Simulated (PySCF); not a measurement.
# Run report: C7H11N3, NMR shielding calculation

The run: NMR shielding calculation of C7H11N3. Method and program: GIAO PBE0/pcSseg-1 NMR shielding, non-relativistic, IEF-PCM cyclohexane (PySCF 2.14.0).

The geometry comes from this level: PBE0-D3(BJ)/def2-SVP. It belongs to a series of runs on one base structure; here: solvent cyclohexane. Figures and captions count atoms from 1; the log counts them from 0 in places.

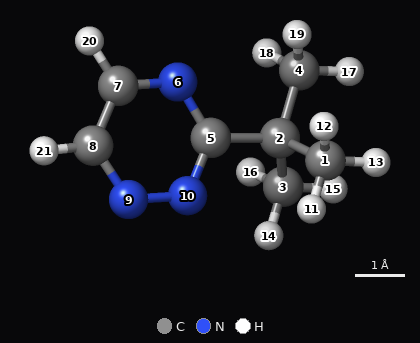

The structure as given in the input (ball-and-stick view, seen at a tilt; atoms are numbered from 1 in the order of the input). Bond lengths as drawn: C–C 1.39 to 1.54 Å, C–H 1.09 to 1.10 Å, C–N 1.32 to 1.34 Å and N–N 1.31 Å.

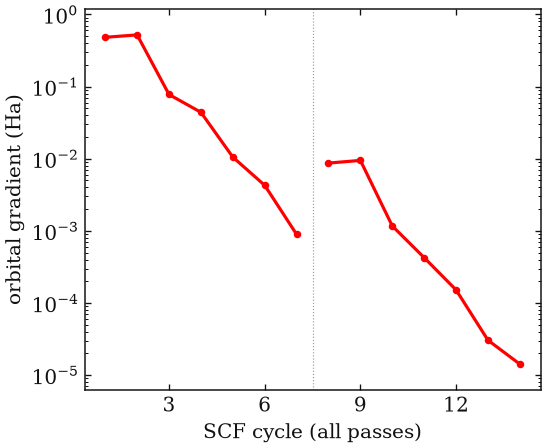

Convergence of the self-consistent field: orbital gradient against the SCF cycle. The dotted line marks the change from a coarse to the final integration grid. The first 7 cycles use a coarse grid, the final grid takes over at cycle 8, and the field converges after 14 cycles in all.

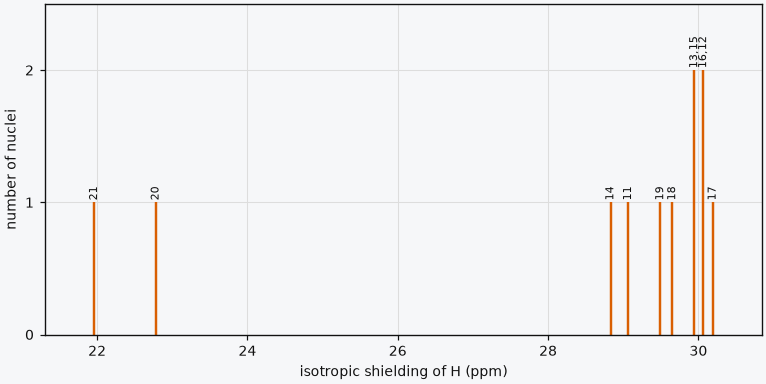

Isotropic shieldings of the hydrogen nuclei in this fixed geometry, labelled by atom number; shielding grows to the right, so chemical shift grows to the left. The least shielded is H21 (22.0 ppm), the most shielded H17 (30.2 ppm).

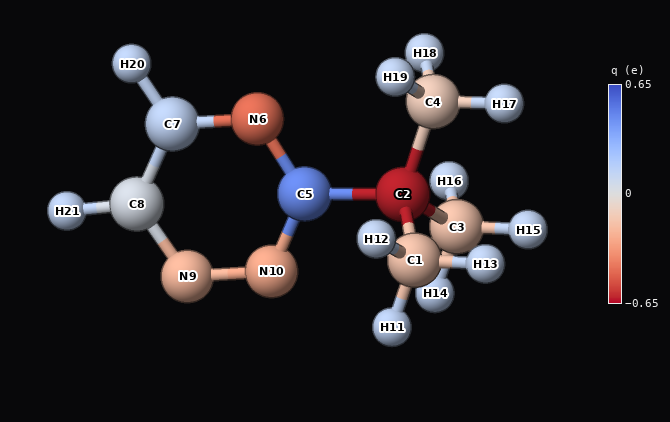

Mulliken charges, as the colour of each atom (ball-and-stick view, seen at a tilt; atoms are numbered from 1 in the order of the input). By element: C −0.61 to +0.45, N −0.44 to −0.21 and H +0.11 to +0.13 e.

These pictures come from the run below.

**Input file**
```
{"job": {"kind": "nmr", "xc": "PBE0", "basis": "pcSseg-1", "solvent": "cyclohexane", "pop": true}, "charge": 0, "multiplicity": 1}
C     -1.598425    -0.014750    -1.242997
C     -0.896724     0.004101     0.123223
C     -1.319168    -1.228968     0.933178
C     -1.257313     1.279139     0.879707
C      0.599896    -0.072756    -0.122115
N      1.385428     0.939336     0.258218
C      2.675408     0.798922     0.004518
C      3.150140    -0.350262    -0.625759
N      2.316229    -1.321283    -0.982656
N      1.038517    -1.182590    -0.730130
H     -1.335004    -0.924061    -1.801753
H     -1.311947     0.859738    -1.847888
H     -2.690475     0.011154    -1.105114
H     -1.055251    -2.152996     0.400383
H     -2.407341    -1.213598     1.099570
H     -0.825555    -1.245295     1.917483
H     -2.344754     1.313926     1.045755
H     -0.754941     1.322749     1.856884
H     -0.960229     2.177239     0.320135
H      3.349450     1.610275     0.304797
H      4.208798    -0.503669    -0.852674
```

The first line tells a small driver script what to run in PySCF; the rest is the geometry in Å.

Launch command:
```bash
OMP_NUM_THREADS=1 python <driver script> task.json out
```

**The program's output**
```
coarse grid: 17608 points
cycle   1  E = -436.9069428721  dE =  1.468e+00  |g| = 4.819e-01  |ddm| = 4.182e+00
cycle   2  E = -436.8995094178  dE =  7.433e-03  |g| = 5.202e-01  |ddm| = 8.493e-01
cycle   3  E = -436.9623127505  dE = -6.280e-02  |g| = 7.764e-02  |ddm| = 4.341e-01
cycle   4  E = -436.9631603997  dE = -8.476e-04  |g| = 4.399e-02  |ddm| = 8.271e-02
cycle   5  E = -436.9635729695  dE = -4.126e-04  |g| = 1.053e-02  |ddm| = 4.228e-02
cycle   6  E = -436.9635952119  dE = -2.224e-05  |g| = 4.276e-03  |ddm| = 1.221e-02
cycle   7  E = -436.9635993929  dE = -4.181e-06  |g| = 8.936e-04  |ddm| = 3.810e-03
final grid: 170528 points
cycle   8  E = -437.0203125999  dE = -6.221e-05  |g| = 8.699e-03  |ddm| = 4.475e-02
cycle   9  E = -437.0203093216  dE =  3.278e-06  |g| = 9.471e-03  |ddm| = 1.691e-02
cycle  10  E = -437.0203318855  dE = -2.256e-05  |g| = 1.168e-03  |ddm| = 8.964e-03
cycle  11  E = -437.0203321861  dE = -3.006e-07  |g| = 4.248e-04  |ddm| = 1.370e-03
cycle  12  E = -437.0203322244  dE = -3.835e-08  |g| = 1.518e-04  |ddm| = 4.602e-04
cycle  13  E = -437.0203322298  dE = -5.365e-09  |g| = 3.049e-05  |ddm| = 1.547e-04
cycle  14  E = -437.0203322299  dE = -1.515e-10  |g| = 1.420e-05  |ddm| = 2.999e-05
converged SCF energy = -437.0203322299

GIAO shielding tensors (ppm)
atom      isotropic    diamagn.    paramagn.     s11        s22        s33       span
  0 C      151.065     247.230     -96.165    130.598    142.062    180.535     49.936
  1 C      143.998     243.710     -99.712    137.392    138.335    156.268     18.876
  2 C      152.095     247.264     -95.169    132.225    143.124    180.937     48.712
  3 C      156.285     246.282     -89.997    145.820    145.983    177.053     31.233
  4 C       -0.091     256.159    -256.250    -92.322    -38.071    130.121    222.443
  5 N      -54.627     331.038    -385.666   -324.885   -142.014    303.017    627.902
  6 C       32.678     252.228    -219.550    -75.936     23.991    149.978    225.914
  7 C       30.741     255.762    -225.021   -102.912     43.508    151.626    254.538
  8 N     -224.395     322.665    -547.060   -688.249   -238.664    253.729    941.979
  9 N     -175.608     328.019    -503.626   -554.448   -210.910    238.536    792.984
 10 H       29.067      30.803      -1.737     24.398     27.451     35.351     10.952
 11 H       30.068      30.752      -0.684     26.298     28.019     35.888      9.591
 12 H       29.931      30.637      -0.706     26.490     27.595     35.709      9.219
 13 H       28.831      30.831      -2.000     24.040     27.165     35.289     11.250
 14 H       29.962      30.686      -0.724     26.445     27.788     35.653      9.208
 15 H       30.063      30.798      -0.735     26.328     27.878     35.984      9.656
 16 H       30.192      30.437      -0.245     26.184     28.840     35.553      9.369
 17 H       29.655      30.729      -1.074     25.961     26.982     36.021     10.060
 18 H       29.495      30.719      -1.224     25.602     27.010     35.873     10.271
 19 H       22.781      29.213      -6.432     18.679     22.734     26.930      8.252
 20 H       21.961      27.882      -5.921     19.497     20.280     26.107      6.611
```

**Key numbers**

| quantity | value |
| --- | --- |
| outcome | converged |
| total energy | −437.020332 hartree |
| HOMO | −6.84 eV |
| LUMO | −2.00 eV |
| dipole moment | 2.50 D |
| isotropic shielding, C | −0.1 to 156.3 ppm |
| isotropic shielding, N | −224.4 to −54.6 ppm |
| isotropic shielding, H | 22.0 to 30.2 ppm |
| hardware | 1 CPU thread, shared host |
| wall time | 51 s |
| peak memory | 1.3 GiB |
